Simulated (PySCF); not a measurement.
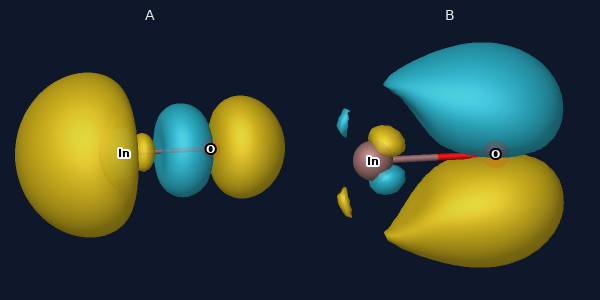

Figure. InO (charge −1). Two frontier orbitals, each drawn at the value that holds 80 % of its norm (yellow and cyan are the two phases), in no order; of a degenerate pair one member is drawn.

Core potentials replace the inner electrons of In.

These are results of PySCF, PBE0/aug-cc-pVDZ(-PP), non-relativistic Hamiltonian with scalar-relativistic core potentials where named, at a bond length of 1.941 Å, not measurements.

> Label each orbital by symmetry, say whether it is occupied, and order them by energy.

Orbital B: π, occupied, −0.93 eV; mainly on O (80 %).
Orbital A: σ, occupied, −0.53 eV; shared between the atoms (In 55 %, O 45 %).
